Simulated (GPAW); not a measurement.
# Run report: GeSbH5, property calculation

The run: property calculation of GeSbH5. Method and program: revPBE/real-space grid, scalar-relativistic datasets (GPAW 26.7.0).

The geometry comes from this level: GFN2-xTB.

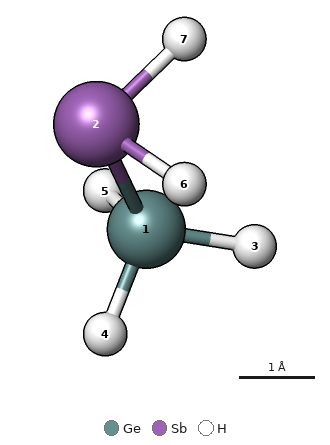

Fig. 1: The structure (ball-and-stick view, seen at an oblique angle; atoms are numbered from 1 in the order of the input). Sticks mark near contacts. Bond lengths as drawn: Ge–H 1.51 Å, Ge–Sb 2.57 Å and H–Sb 1.69 Å.

**Input (calc.py)**
```python
import numpy as np
from ase.io.zmatrix import parse_zmatrix
from ase.units import Debye
from gpaw import GPAW

# Geometry
zmat = """
Ge
Sb 1 r2
H 1 r3 2 a3
H 1 r4 3 a4 2 d4
H 1 r5 3 a5 4 d5
H 2 r6 1 a6 3 d6
H 2 r7 6 a7 1 d7
"""
values = dict(r2=2.567843, r3=1.506862, a3=120.8444, r4=1.508796, a4=102.27113, d4=-127.79887, r5=1.508482, a5=102.13346, d5=-104.72032, r6=1.694913, a6=89.20198, d6=-44.30842, r7=1.693169, a7=88.18525, d7=-89.52167)
mol = parse_zmatrix(zmat, defs=values)
mol.center(vacuum=4.5)

# DFT calculator
calc = GPAW(mode="fd", maxiter=100, h=0.18, xc="revPBE", symmetry="off", txt="run.txt")
mol.calc = calc

energy = mol.get_potential_energy()
print(f"Energy                  {energy:.5f} eV")
forces = mol.get_forces()
print("Forces (eV/Ang)")
for symbol, f in zip(mol.symbols, forces):
    print(f'{symbol:2} {f[0]:9.4f} {f[1]:9.4f} {f[2]:9.4f}')
dipole = mol.get_dipole_moment() / Debye
print(f"Dipole = {np.linalg.norm(dipole):.3f} D")
homo, lumo = calc.get_homo_lumo()
print(f"HOMO = {homo:.3f} eV")
print(f"LUMO = {lumo:.3f} eV")
print(f"Gap: {lumo - homo:.3f} eV")
```

Launched with:
```bash
python calc.py
```

**The program's output**
```
Energy                  -23.68515 eV
Forces (eV/Ang)
Ge   -0.3339   -0.0988    0.0083
Sb    0.5448   -0.4377   -0.0216
H    -0.1432    1.0385   -0.0054
H    -0.0784   -0.5227   -0.8763
H    -0.0891   -0.5211    0.8836
H     0.0667    0.2638   -0.3918
H     0.0589    0.2822    0.4089
Dipole = 0.901 D
HOMO = -6.530 eV
LUMO = -1.534 eV
Gap: 4.996 eV
```

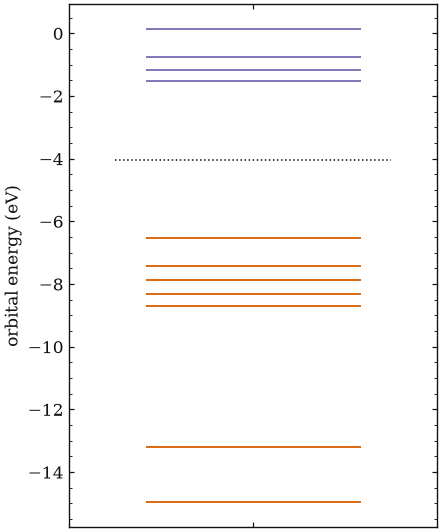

Fig. 2: Orbital energies near the frontier; the dotted line parts filled from empty levels, and levels within 0.02 eV of each other stand side by side. Highest filled −6.53 eV, lowest empty −1.53 eV, 5.00 eV apart.

**Key numbers**

| quantity | value |
| --- | --- |
| outcome | converged |
| energy relative to the program's reference atoms | −23.6852 eV |
| largest force | 1.048 eV/Å |
| HOMO | −6.53 eV |
| LUMO | −1.53 eV |
| dipole moment | 0.90 D |
| hardware | 1 thread of Arm Neoverse V2, 24 GiB of memory available, shared host |
| wall time | 19 s |
| peak memory | 0.74 GiB |
